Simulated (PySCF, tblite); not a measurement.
**FH₄O₂Si₂ radical, a small gas-phase stand-in for a defect centre (Si site with back bonds O[SiH3], O, F): EPR parameters**

Wanted: the EPR parameters for `O[Si](F)O[SiH3]`. It is drawn as: dangling bond.

Computed with tblite 0.8.0 and PySCF 2.14.0; each step states its level. No surroundings beyond the atoms listed, unless a continuum is named. Atoms count from 0, parts from 1.

## 1. Starting point

9 atoms, charge 0, multiplicity 2; geometry: distance geometry start.

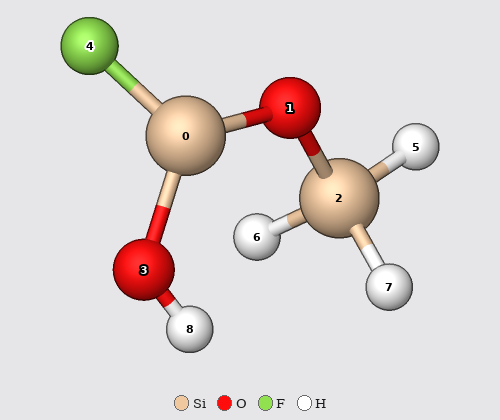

The starting geometry (silicon light orange, oxygen red, fluorine green, hydrogen white), atoms numbered.

## 2. Relaxing the cluster with GFN2-xTB

Job settings and geometry (Å):

```
{"job": {"kind": "relax", "xc": "GFN2-xTB", "basis": "xTB"}, "charge": 0, "multiplicity": 2}
Si     0.009568     0.802738     0.745092
O     -1.556090     0.179637     1.241725
Si    -2.663508    -0.708504     0.179844
O      0.364861     0.805594    -0.993541
F      1.282489     0.402289     1.731499
H     -3.771458    -1.190053     0.933045
H     -2.007063    -1.779238    -0.424992
H     -3.146238     0.179733    -0.861336
H     -0.342170     0.790077    -1.675033
```

With the program's defaults for keys left out, this is: GFN2-xTB geometry optimisation, gas phase.

Command:

```
$ OMP_NUM_THREADS=1 python cluster_run.py task.json out
```

The driver reads the jobs from task.json and runs them one after another.

Log:

```text
step      E/eV     max force
  0    -502.31790    2.996
  1    -502.70935    2.371
  2    -503.17598    2.470
  3    -503.29031    1.260
  4    -503.42072    0.980
  5    -503.48154    0.780
  6    -503.51431    0.461
  7    -503.52824    0.397
  8    -503.54893    0.413
  9    -503.56457    0.403
 10    -503.57353    0.214
 11    -503.57723    0.165
 12    -503.58185    0.237
 13    -503.58842    0.349
 14    -503.59566    0.351
 15    -503.60004    0.179
 16    -503.60231    0.149
 17    -503.60475    0.166
 18    -503.60750    0.192
 19    -503.61040    0.186
 20    -503.61322    0.150
 21    -503.61583    0.214
 22    -503.61824    0.222
 23    -503.62062    0.163
 24    -503.62311    0.193
 25    -503.62638    0.184
 26    -503.63174    0.251
 27    -503.63864    0.286
 28    -503.64321    0.210
 29    -503.64509    0.264
 30    -503.64633    0.189
 31    -503.64804    0.124
 32    -503.65048    0.154
 33    -503.65441    0.259
 34    -503.65926    0.326
 35    -503.66505    0.291
 36    -503.66998    0.261
 37    -503.67348    0.157
 38    -503.66805    0.869
 39    -503.68001    0.189
 40    -503.68457    0.193
 41    -503.69348    0.701
 42    -503.70060    0.118
 43    -503.70631    0.125
 44    -503.70965    0.406
 45    -503.71278    0.145
 46    -503.71592    0.125
 47    -503.71827    0.141
 48    -503.72008    0.109
 49    -503.72180    0.114
 50    -503.72293    0.223
 51    -503.72463    0.135
 52    -503.72587    0.089
 53    -503.72771    0.043
 54    -503.72818    0.080
 55    -503.72851    0.084
 56    -503.72874    0.064
 57    -503.72890    0.053
 58    -503.72909    0.042
 59    -503.72937    0.047
 60    -503.72966    0.044
 61    -503.72985    0.029
 62    -503.72993    0.020
 63    -503.72997    0.026
 64    -503.73001    0.019
 65    -503.73006    0.021
 66    -503.73016    0.039
 67    -503.73026    0.035
 68    -503.73036    0.023
 69    -503.73041    0.017
 70    -503.73044    0.023
 71    -503.73048    0.029
 72    -503.73054    0.033
 73    -503.73062    0.031
 74    -503.73074    0.028
 75    -503.73089    0.027
 76    -503.73102    0.026
 77    -503.73114    0.027
 78    -503.73123    0.031
 79    -503.73133    0.026
 80    -503.73145    0.047
 81    -503.73162    0.052
 82    -503.73184    0.054
 83    -503.73204    0.025
 84    -503.73213    0.015
 85    -503.73217    0.011
 86    -503.73218    0.012
 87    -503.73219    0.007
```

Run time: 1.4 s. Hardware: 1 thread of Arm Neoverse V1, shared host.

Relaxation path:

```
step  energy from step 0 (eV)  largest force (eV/Å)
   0                   0.0000                2.9961
   3                  -0.9724                1.2603
   6                  -1.1964                0.4612
   9                  -1.2467                0.4027
  12                  -1.2639                0.2364
  15                  -1.2821                0.1781
  18                  -1.2896                0.1915
  21                  -1.2979                0.2148
  24                  -1.3052                0.1931
  27                  -1.3207                0.2863
  30                  -1.3284                0.1893
  33                  -1.3365                0.2581
  36                  -1.3521                0.2608
  39                  -1.3621                0.1884
  42                  -1.3827                0.1175
  45                  -1.3949                0.1448
  48                  -1.4022                0.1091
  51                  -1.4067                0.1350
  54                  -1.4103                0.0797
  57                  -1.4110                0.0532
  60                  -1.4118                0.0437
  63                  -1.4121                0.0264
  66                  -1.4123                0.0391
  69                  -1.4125                0.0171
  72                  -1.4126                0.0327
  75                  -1.4130                0.0275
  78                  -1.4133                0.0313
  81                  -1.4137                0.0516
  84                  -1.4142                0.0149
  87                  -1.4143                0.0073
```

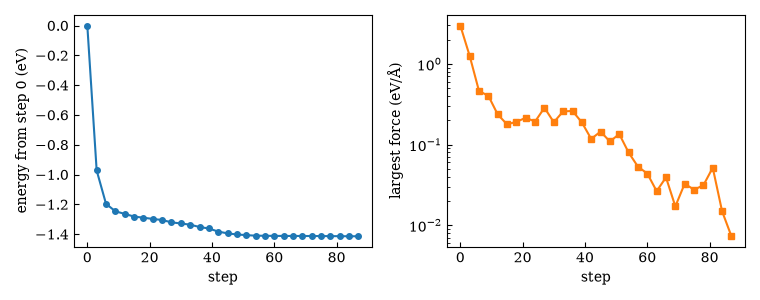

Energy and force, step by step.

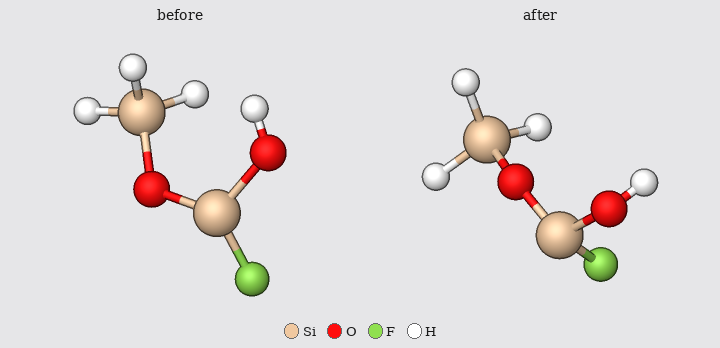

The geometry before (left) and after (right).

Distances of close pairs at the start and the end, largest changes first:

```
  bond  before (Å)  after (Å)  change (Å)
Si0–O3       1.775      1.607      -0.167
Si0–O1       1.757      1.608      -0.149
O1–Si2       1.773      1.629      -0.144
Si2–H6       1.394      1.462      +0.068
Si0–F4       1.659      1.623      -0.037
Si2–H5       1.424      1.460      +0.036
 O3–H8       0.982      0.962      -0.020
Si2–H7       1.451      1.459      +0.008
```

## 3. Relaxing the molecule at PBE0-D3(BJ)/def2-SVP

Job settings and geometry (Å):

```
{"job": {"xc": "PBE0", "basis": "def2-SVP", "d3": "d3bj", "grid": 2, "kind": "geom", "shake": 0.01}, "charge": 0, "multiplicity": 2}
Si     1.137333     0.971685     0.545533
O     -0.348970     0.402611     0.216958
Si    -1.510432    -0.747730     0.112360
O      1.908790     1.619806    -0.736149
F      1.992112    -0.278949     1.031144
H     -2.095727    -0.840223     1.444830
H     -0.842663    -1.998294    -0.285776
H     -2.376749    -0.214946    -0.904104
H      2.180553     1.062893    -1.433344
```

Log:

```text
step   0  E = -830.92397872  max force = 0.026886
step   1  E = -830.93126052  max force = 0.003832
step   2  E = -830.93141497  max force = 0.001598
step   3  E = -830.93145895  max force = 0.001723
step   4  E = -830.93150151  max force = 0.001893
step   5  E = -830.93160181  max force = 0.001882
step   6  E = -830.93171574  max force = 0.001418
step   7  E = -830.93181749  max force = 0.002114
step   8  E = -830.93185988  max force = 0.001348
step   9  E = -830.93188657  max force = 0.001122
step  10  E = -830.93194689  max force = 0.001600
step  11  E = -830.93197587  max force = 0.001153
step  12  E = -830.93201535  max force = 0.000720
step  13  E = -830.93203215  max force = 0.000513
step  14  E = -830.93204920  max force = 0.000348
step  15  E = -830.93207159  max force = 0.000590
step  16  E = -830.93209651  max force = 0.001523
step  17  E = -830.93213310  max force = 0.003282
step  18  E = -830.93220502  max force = 0.003280
step  19  E = -830.93242252  max force = 0.006089
step  20  E = -830.93271280  max force = 0.003182
step  21  E = -830.93322342  max force = 0.004423
step  22  E = -830.93352760  max force = 0.002061
step  23  E = -830.93357109  max force = 0.000683
step  24  E = -830.93365459  max force = 0.000702
step  25  E = -830.93366403  max force = 0.000527
step  26  E = -830.93367315  max force = 0.000292
optimisation converged
```

Wall time 3.5 min (1 thread of Arm Neoverse V1, shared host); peak memory 0.49 GiB.

Step by step:

```
step  energy from step 0 (eV)  largest force component (eV/Å)
   0                   0.0000                          1.3825
   1                  -0.1981                          0.1970
   2                  -0.2024                          0.0822
   3                  -0.2035                          0.0886
   4                  -0.2047                          0.0973
   5                  -0.2074                          0.0968
   6                  -0.2105                          0.0729
   7                  -0.2133                          0.1087
   8                  -0.2145                          0.0693
   9                  -0.2152                          0.0577
  10                  -0.2168                          0.0823
  11                  -0.2176                          0.0593
  12                  -0.2187                          0.0370
  13                  -0.2191                          0.0264
  14                  -0.2196                          0.0179
  15                  -0.2202                          0.0303
  16                  -0.2209                          0.0783
  17                  -0.2219                          0.1688
  18                  -0.2238                          0.1687
  19                  -0.2298                          0.3131
  20                  -0.2377                          0.1636
  21                  -0.2516                          0.2274
  22                  -0.2598                          0.1060
  23                  -0.2610                          0.0351
  24                  -0.2633                          0.0361
  25                  -0.2636                          0.0271
  26                  -0.2638                          0.0150
```

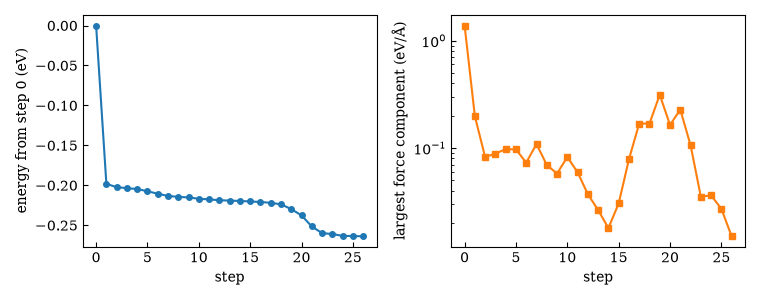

Energy and largest force along the relaxation.

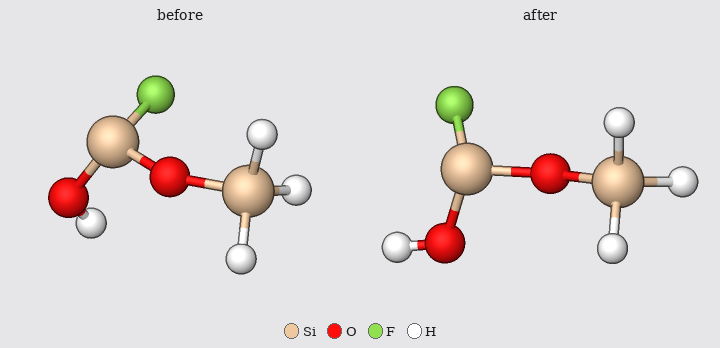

Before and after, at one scale.

Close pairs (by a distance rule), those that changed most:

```
  bond  before (Å)  after (Å)  change (Å)
Si2–H7       1.438      1.492      +0.054
Si0–F4       1.591      1.625      +0.034
Si2–H5       1.458      1.492      +0.034
 O3–H8       0.933      0.963      +0.030
O1–Si2       1.638      1.661      +0.023
Si0–O3       1.630      1.653      +0.023
Si2–H6       1.473      1.488      +0.016
Si0–O1       1.625      1.634      +0.009
```

The final coordinates are the input of the step that follows.

```
                         at the end point                value
  point group (found at 0.08 Å tolerance)                   C1
rotational constants (GHz, main isotopes)  6.589, 1.644, 1.381
                        dipole moment (D)                 1.60
                                     ⟨S²⟩                0.752
```

## 4. g tensor and hyperfine couplings: B3LYP/IGLO-III+pcH-1

Job settings and geometry (Å):

```
{"job": {"kind": "epr"}, "charge": 0, "multiplicity": 2}
Si     0.979173     1.103930     0.198291
O      0.081046    -0.261294     0.170262
Si    -1.353735    -1.083172     0.329394
O      1.344347     1.464894    -1.373302
F      2.349292     0.782845     1.011075
H     -1.860800    -0.949008     1.726561
H     -1.102928    -2.516410     0.017396
H     -2.369253    -0.527498    -0.612319
H      1.914685     2.226846    -1.517521
```

Method: UKS B3LYP, IGLO-III on F O Si, pcH-1 on H, non-relativistic, mean-field spin-orbit, GIAO.

Log:

```text
UKS, coarse grid
  cycle   1  E = -831.75892440  |g| = 8.81e-01
  cycle   2  E = -831.08629591  |g| = 1.61e+00
  cycle   3  E = -832.01007627  |g| = 1.15e-01
  cycle   4  E = -832.01242819  |g| = 9.81e-02
  cycle   5  E = -832.01522841  |g| = 1.17e-02
  cycle   6  E = -832.01527035  |g| = 3.51e-03
  cycle   7  E = -832.01527357  |g| = 2.07e-03
  cycle   8  E = -832.01527543  |g| = 5.75e-04
UKS, final grid
  cycle   1  E = -832.01521813  |g| = 9.24e-04
  cycle   2  E = -832.01521747  |g| = 1.69e-03
  cycle   3  E = -832.01521842  |g| = 7.88e-05
  cycle   4  E = -832.01521842  |g| = 1.30e-05
E = -832.01521842 Eh   <S^2> = 0.7514 (exact 0.7500)
g shifts (ppm)      1          2          3
  rmc          -214       -214       -214
  gc            102        101         43
  oz_so       -1960      -1478       -283
  total       -2072      -1590       -454
hyperfine (MHz)  atom isotope    a_iso     a_fc   dipolar eigenvalues
    0  29Si   -1145.56   -1146.56   -109.07     54.14     54.93
    1   17O     -61.62     -61.63    -26.12     12.54     13.58
    2  29Si       1.33       1.32     -1.58      0.68      0.90
    3   17O     -41.96     -41.96    -35.47     17.17     18.30
    4   19F     376.34     375.53   -128.64   -122.03    250.67
    5    1H      -0.82      -0.82     -1.54     -1.15      2.69
    6    1H       5.55       5.55     -1.15     -0.76      1.91
    7    1H      -0.71      -0.71     -1.42     -1.07      2.49
    8    1H      -8.06      -8.08    -10.96     -3.80     14.76
```

Run time: 41 s. Hardware: 1 thread of Arm Neoverse V1, shared host; peak memory 0.85 GiB.

Principal g values 2.00025, 2.00073, 2.00187; g(iso) = 2.00095, against 2.00232 for a free electron.

Hyperfine couplings, nucleus by nucleus at this fixed geometry (no averaging over rotations):

```
nuclei  isotope  a(iso) (MHz)  a(iso) (G, at g = 2.0023)  largest dipolar term (MHz)
   Si0     29Si       -1145.6                     -408.8                      -109.1
    F4      19F         376.3                      134.3                       250.7
    O1      17O         -61.6                      -22.0                       -26.1
    O3      17O         -42.0                      -15.0                       -35.5
    H8       1H          -8.1                       -2.9                        14.8
    H6       1H           5.5                        2.0                         1.9
   Si2     29Si           1.3                        0.5                        -1.6
    H5       1H          -0.8                       -0.3                         2.7
    H7       1H          -0.7                       -0.3                         2.5
```

Mulliken spin populations:

```
atom  value (e)
 Si0       0.88
  O1       0.04
 Si2       0.00
  O3       0.05
  F4       0.02
  H5       0.00
  H6       0.00
  H7       0.00
  H8       0.00
```

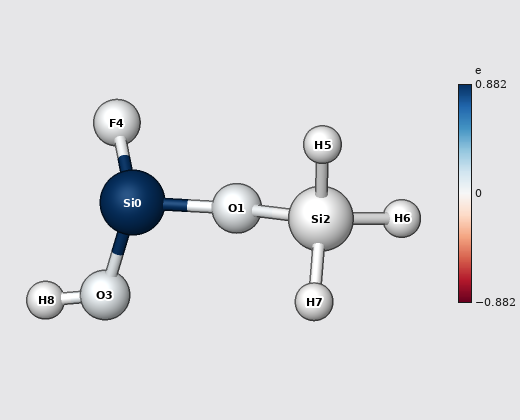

Mulliken spin populations, as colours on the atoms.

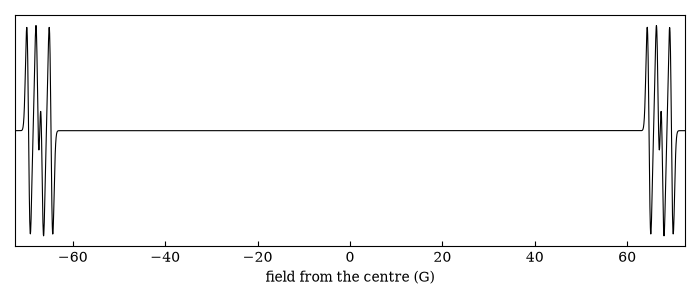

First-order isotropic spectrum (first derivative, main isotopes with spin only, couplings over 0.8 MHz, Gaussian width 0.3 G; couplings of the frozen geometry, rotation of groups not averaged beyond the rows shown).

## 5. g tensor and hyperfine couplings: BHandHLYP/IGLO-III+pcH-1

Same as in step 4 but for these lines:

```diff
@@ -1,2 +1,2 @@
-{"job": {"kind": "epr"}, "charge": 0, "multiplicity": 2}
+{"job": {"kind": "epr", "xc": "BHandHLYP"}, "charge": 0, "multiplicity": 2}
 Si     0.979173     1.103930     0.198291
```

With the program's defaults for keys left out, this is: UKS BHandHLYP, IGLO-III on F O Si, pcH-1 on H, non-relativistic, mean-field spin-orbit, GIAO.

Log:

```text
UKS, coarse grid
  cycle   1  E = -831.67258133  |g| = 7.35e-01
  cycle   2  E = -831.58274922  |g| = 9.20e-01
  cycle   3  E = -831.86063187  |g| = 4.89e-02
  cycle   4  E = -831.86154380  |g| = 3.60e-02
  cycle   5  E = -831.86197213  |g| = 7.41e-03
  cycle   6  E = -831.86200507  |g| = 1.87e-03
  cycle   7  E = -831.86200844  |g| = 7.77e-04
UKS, final grid
  cycle   1  E = -831.86197082  |g| = 8.49e-04
  cycle   2  E = -831.86197074  |g| = 1.07e-03
  cycle   3  E = -831.86197111  |g| = 7.47e-05
  cycle   4  E = -831.86197112  |g| = 4.12e-05
  cycle   5  E = -831.86197112  |g| = 1.41e-05
E = -831.86197112 Eh   <S^2> = 0.7523 (exact 0.7500)
g shifts (ppm)      1          2          3
  rmc          -216       -216       -216
  gc            101        101         41
  oz_so       -2021      -1534       -247
  total       -2137      -1649       -422
hyperfine (MHz)  atom isotope    a_iso     a_fc   dipolar eigenvalues
    0  29Si   -1177.60   -1178.61   -117.37     57.92     59.45
    1   17O     -62.48     -62.48    -25.64     12.33     13.32
    2  29Si       1.93       1.93     -1.22      0.52      0.70
    3   17O     -45.23     -45.23    -34.37     16.60     17.77
    4   19F     395.64     394.88   -125.49   -119.06    244.55
    5    1H      -1.16      -1.16     -1.53     -1.19      2.72
    6    1H       4.41       4.41     -1.09     -0.79      1.88
    7    1H      -0.79      -0.79     -1.41     -1.10      2.51
    8    1H      -9.34      -9.37    -10.88     -3.96     14.84
```

Run time: 46 s. Hardware: 1 thread of Arm Neoverse V1, shared host; peak memory 0.79 GiB.

In short: g(iso) 2.00092.

## 6. Comparing the runs: EPR parameters

g, ⟨S²⟩ and isotropic hyperfine couplings (MHz), with basis size and wall time:

```
                     run   g(iso)   ⟨S²⟩  29Si Si0  19F F4  17O O1  17O O3  1H H8  functions  time
    B3LYP/IGLO-III+pcH-1  2.00095  0.751   -1145.6   376.3   -61.6   -42.0   -8.1        233  41 s
BHandHLYP/IGLO-III+pcH-1  2.00092  0.752   -1177.6   395.6   -62.5   -45.2   -9.3        233  46 s
```

## 7. Results

```
                            quantity                     value
                         point group                        C1
rotational constants (main isotopes)      6.59, 1.64, 1.38 GHz
                      g(iso) (B3LYP)                   2.00095
                                ⟨S²⟩        0.751 (exact 0.75)
                      largest a(iso)  29Si on Si0, -1145.6 MHz
```

**Reading.** The start of the PBE0/def2-SVP relaxation was shaken at random by about 0.01 Å, so part of the energy gained, and of the first lengths quoted, undoes that. The optimisation took 26 steps and gained 0.264 eV; among the close pairs (by a distance rule), Si2–H7 changed most, from 1.438 to 1.492 Å (PBE0/def2-SVP). No frequency check was run at this level, so the end point may be a saddle. Si0 carries the largest spin population, 0.88 e. The isotropic g lies 1.4 ppt below the free-electron value. The coupling of 29Si on Si0 runs from -1177.6 (BHandHLYP/IGLO-III+pcH-1) to -1145.6 MHz (B3LYP/IGLO-III+pcH-1).
